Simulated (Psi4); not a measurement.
**Si2NH7 (SMILES [SiH3]N[SiH3]): DSD-PBEP86/6-31G(d) (density fitting for correlation, spherical functions)**

Aim: the energy change on altering one bond length of Si2NH7 at DSD-PBEP86/6-31G* (density fitting for correlation, spherical functions), from 2 runs. 

Program for the calculation: Psi4 1.11.

### 1 The system as given

The species is Si2NH7 (10 atoms), meant as a singlet with charge 0. As SMILES, `[SiH3]N[SiH3]`. Geometry: relaxed at PBE0-D4/def2-TZVP.

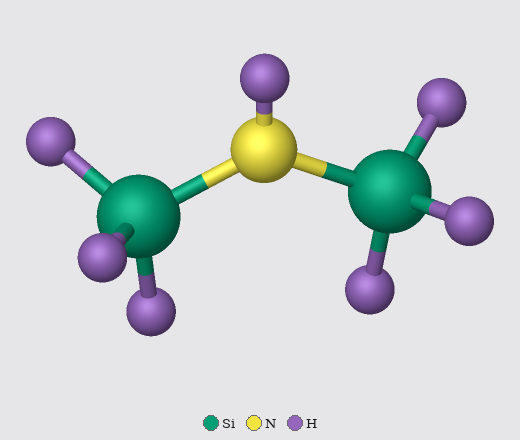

Viewed from a chosen angle; silicon teal, nitrogen yellow, hydrogen purple.

### 2 The energy at DSD-PBEP86/6-31G(d) (density fitting for correlation, spherical functions)

Input file job.in:

```
memory 2200 mb

molecule {
  0 1
  Si    -1.97060640     1.43314940    -1.66294009
  N      0.22674824     0.94563785     0.69668533
  Si     1.88184597    -1.76738526     1.42748022
  H     -2.59574670    -1.07196604    -2.75567422
  H     -1.00586342     3.10927978    -3.70875759
  H     -4.29776633     2.63344674    -0.63577946
  H      0.68406196     2.48931733     1.72520657
  H      0.76172970    -3.85936877    -0.06564909
  H      1.69553787    -2.34896737     4.17312000
  H      4.62005912    -1.56314366     0.80630834
  units au
  symmetry c1
}

set {
  basis                6-31G*
  reference            rks
  puream               true
  e_convergence        1e-09
  d_convergence        1e-08
  scf_type             pk
  dft_radial_points    99
  dft_spherical_points 590
  num_frozen_docc      11
}

result = energy("dsd-pbep86")
```

Launch:

```console
$ psi4 -i job.in -o job.out -n 1
```

job.out:

```text
[...]
  Running in c1 symmetry.
[...]
  Nuclear repulsion =  156.903590362256068
[...]
  Multiplicity = 1
[...]
  Nalpha       = 21
  Nbeta        = 21
[...]
    Number of basis functions: 64
[...]
   @RKS iter   1:  -636.89661647262290   -5.72183e-01   7.60348e-03 DIIS/ADIIS
[...]
   @RKS iter  10:  -637.01335743403649   -1.25056e-12   2.33328e-09 DIIS
[...]
    Orbital Energies [Eh]
    ---------------------
    Doubly Occupied:
       1A    -67.840579     2A    -67.840574     3A    -15.110086
       4A     -5.839366     5A     -5.839364     6A     -4.029366
       7A     -4.029353     8A     -4.028823     9A     -4.028797
      10A     -4.028367    11A     -4.028360    12A     -1.039973
      13A     -0.679209    14A     -0.658169    15A     -0.553663
      16A     -0.482181    17A     -0.470500    18A     -0.439580
      19A     -0.432379    20A     -0.423399    21A     -0.348207
[...]
  @RKS Final Energy:  -637.01335743403649
   => Energetics <=
    Nuclear Repulsion Energy =            156.9035903622560681
    One-Electron Energy =               -1193.1102742264074550
    Two-Electron Energy =                 413.8019891674289852
    DFT Exchange-Correlation Energy =     -14.6086627373141855
    Empirical Dispersion Energy =           0.0000000000000000
    VV10 Nonlocal Energy =                  0.0000000000000000
    Total Energy =                       -637.0133574340364930
[...]
 Multipole Moments:
 ------------------------------------------------------------------------------------
     Multipole            Electronic (a.u.)      Nuclear  (a.u.)        Total (a.u.)
 ------------------------------------------------------------------------------------
 L = 1.  Multiply by 2.5417464519 to convert [e a0] to [Debye]
 Dipole X            :          0.1880378           -0.0949108            0.0931270
 Dipole Y            :          0.7589850           -0.4571995            0.3017854
 Dipole Z            :          0.5517276           -0.3552558            0.1964718
 Magnitude           :                                                    0.3719520
[...]
```

It took 15 s on 1 thread of Intel Xeon at 2.70GHz, shared host; peak memory 1.2 GiB.

### 3 The distorted shape at the same level

Input file job.dat:

```
memory 2200 mb

molecule {
  Si    -0.924489     1.127710    -2.623546
  N      0.238301     0.869730    -1.374886
  Si     1.114141    -0.565940    -0.988166
  H     -1.255299    -0.197940    -3.201796
  H     -0.413969     2.014680    -3.706146
  H     -2.155969     1.762880    -2.079996
  H      0.480301     1.686610    -0.830616
  H      0.521401    -1.672970    -1.778296
  H      0.897240    -1.243020     2.208320
  H      2.563141    -0.457860    -1.316876
  symmetry c1
}

set globals {
  basis 6-31G*
  reference rks
  puream true
  e_convergence 1e-09
  d_convergence 1e-08
  scf_type pk
  dft_radial_points 99
  dft_spherical_points 590
  num_frozen_docc 11
}

energy("dsd-pbep86")
```

Launch:

```console
$ psi4 -n 1 job.dat job.out
```

job.out:

```text
[...]
  Running in c1 symmetry.
[...]
  Nuclear repulsion =  152.886275098246131
[...]
  Multiplicity = 1
[...]
  Nalpha       = 21
  Nbeta        = 21
[...]
    Number of basis functions: 64
[...]
   @RKS iter   1:  -636.69689149538988   -6.11467e-01   7.70327e-03 ADIIS/DIIS
[...]
   @RKS iter  11:  -636.82808311198562   -1.15961e-11   6.46072e-09 DIIS
[...]
    Orbital Energies [Eh]
    ---------------------
    Doubly Occupied:
       1A    -67.913948     2A    -67.860311     3A    -15.146331
       4A     -5.905383     5A     -5.859452     6A     -4.095892
       7A     -4.094348     8A     -4.093507     9A     -4.049610
      10A     -4.048753    11A     -4.048287    12A     -1.071317
      13A     -0.697274    14A     -0.680914    15A     -0.570813
      16A     -0.510431    17A     -0.488141    18A     -0.462046
      19A     -0.447811    20A     -0.390860    21A     -0.256197
[...]
  @RKS Final Energy:  -636.82808311198562
   => Energetics <=
    Nuclear Repulsion Energy =            152.8862750982461307
    One-Electron Energy =               -1183.7007630556659024
    Two-Electron Energy =                 408.5400702350831921
    DFT Exchange-Correlation Energy =     -14.5536653896490780
    Empirical Dispersion Energy =           0.0000000000000000
    VV10 Nonlocal Energy =                  0.0000000000000000
    Total Energy =                       -636.8280831119855065
[...]
 Multipole Moments:
 ------------------------------------------------------------------------------------
     Multipole            Electronic (a.u.)      Nuclear  (a.u.)        Total (a.u.)
 ------------------------------------------------------------------------------------
 L = 1.  Multiply by 2.5417464519 to convert [e a0] to [Debye]
 Dipole X            :          0.2487261           -0.1956003            0.0531258
 Dipole Y            :          1.5061080           -0.7715125            0.7345955
 Dipole Z            :         -2.3515557            1.1286124           -1.2229433
 Magnitude           :                                                    1.4276005
[...]
```

Run time: 15 s. Hardware: 1 thread of Intel Xeon at 2.70GHz, shared host; peak memory 1.1 GiB.

### 4 Results

At DSD-PBEP86/6-31G* (density fitting for correlation, spherical functions), 11 core orbitals frozen:

| quantity | value |
| --- | --- |
| first shape: total energy | -637.18560 Eh |
| first shape: HOMO energy (SCF part's orbitals) | -9.48 eV |
| first shape: LUMO energy (SCF part's orbitals) | 2.29 eV |
| first shape: HOMO–LUMO gap (SCF part's orbitals) | 11.77 eV |
| distorted shape: total energy | -637.02177 Eh |
| distorted shape: HOMO energy (SCF part's orbitals) | -6.97 eV |
| distorted shape: LUMO energy (SCF part's orbitals) | -1.44 eV |
| distorted shape: HOMO–LUMO gap (SCF part's orbitals) | 5.53 eV |
| energy change with the Si3–H9 bond stretched from 1.488 to 3.275 Å | 4.458 eV |

**Reading.** With the Si3–H9 bond stretched from 1.488 to 3.275 Å the energy rises by 4.46 eV (430 kJ/mol). The first shape isn't relaxed at this level, so the change isn't measured from a minimum. A restricted reference can't describe the breaking bond well at this length.
